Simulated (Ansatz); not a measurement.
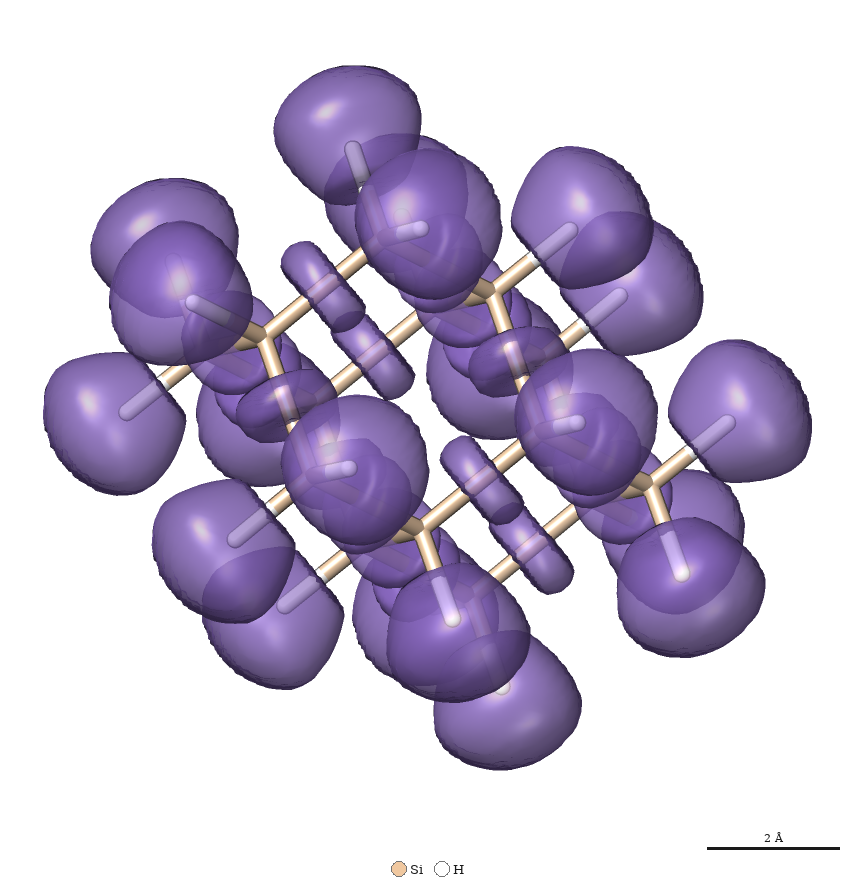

*H20Si14 (Si14H20 off sphere). Isosurface of the ELF at 0.8 (purple), seen at an oblique angle. Only the valence region is drawn (cores and ρ < 0.01 e/Å³ removed).*

Geometry: PBE-D4/def2-SVP.

Theory: RKS PBE0-D4/def2-TZVP in Ansatz 0.2.0.

| atom | x (Å) | y (Å) | z (Å) |
| --- | --- | --- | --- |
| Si | 0.6772 | -3.4023 | 0.6775 |
| Si | -2.0387 | 2.0414 | -2.0366 |
| Si | 0.6722 | -0.6777 | -2.0372 |
| Si | -2.0389 | -0.6759 | 0.6779 |
| Si | 0.6815 | -0.6832 | 3.3993 |
| Si | 0.6764 | 2.0355 | 0.6778 |
| Si | 3.4007 | -0.6803 | 0.6765 |
| Si | -3.4007 | 0.6834 | -0.6759 |
| Si | -0.6803 | -2.0381 | -0.6757 |
| Si | 2.0399 | -2.0416 | 2.0351 |
| Si | -0.6799 | 0.6824 | -3.3997 |
| Si | -0.6755 | 3.4015 | -0.6791 |
| Si | 2.0349 | 0.6745 | -0.6774 |
| Si | -0.6756 | 0.6742 | 2.0390 |
| H | 1.5378 | -4.2866 | -0.1916 |
| H | -0.1886 | -4.2851 | 1.5429 |
| H | -2.9111 | 2.9148 | -2.9084 |
| H | 1.5523 | -1.5588 | -2.8939 |
| H | -2.8966 | -1.5556 | 1.5584 |
| H | -0.1846 | -1.5475 | 4.2829 |
| H | 1.5455 | 0.1831 | 4.2830 |
| H | 1.5595 | 2.8897 | 1.5583 |
| H | 4.2861 | -1.5414 | -0.1908 |
| H | 4.2823 | 0.1877 | 1.5409 |
| H | -4.2877 | -0.1811 | -1.5384 |
| H | -4.2810 | 1.5481 | 0.1931 |
| H | -1.5624 | -2.8935 | -1.5560 |
| H | 2.9128 | -2.9149 | 2.9064 |
| H | -1.5426 | -0.1800 | -4.2884 |
| H | 0.1910 | 1.5469 | -4.2783 |
| H | 0.1957 | 4.2790 | -1.5445 |
| H | -1.5353 | 4.2910 | 0.1854 |
| H | 2.8889 | 1.5560 | -1.5597 |
| H | -1.5551 | 1.5545 | 2.8972 |

Question: Where are the electrons localised?

Answer: The ELF exceeds this value in 18 regions between bonded Si–Si atoms (shared pairs) and 20 regions around hydrogen nuclei. Profiles from the grid: Si–Si (2.35 Å): the ELF peaks at about 1 between the atoms (a shared electron pair). Si–H (1.51 Å): the ELF climbs to about 1 towards the hydrogen, as it does in any bond to H.
